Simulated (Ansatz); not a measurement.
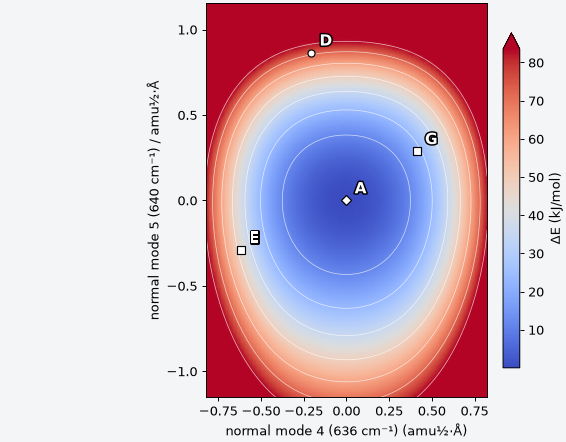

C₂H₄Ge, SMILES [CH]1=[CH][GeH2]1. First axis: normal mode 4 (636 cm⁻¹). Second axis: normal mode 5 (640 cm⁻¹). Nothing is relaxed (straight displacements along the two mass-weighted modes). Grid: 9 × 9 points; 45 points were computed and 36 follow by symmetry. All energies are given in kJ/mol relative to the lowest grid point. The restricted reference is unstable at some or all points, so the energies there are unreliable. All numbers below come from RHF-MP2, frozen core/def2-TZVP (Ansatz 0.2.0).

Drawn: a smooth colour map with a few white contour lines, one colour for all values above the top of the scale, lettered points. Between grid points the surface is interpolated.

Q: What kind of point is each of A, D, E, G: minimum, saddle, maximum or slope?

A: A: minimum; D: on a slope; E: on a slope; G: on a slope. (In these two coordinates alone; a stationary point may lie a little off the grid point.)

Q: Rank the lettered points by energy, lowest first.

A: A (0 kJ/mol), G (22 kJ/mol), E (45 kJ/mol), D (74 kJ/mol).
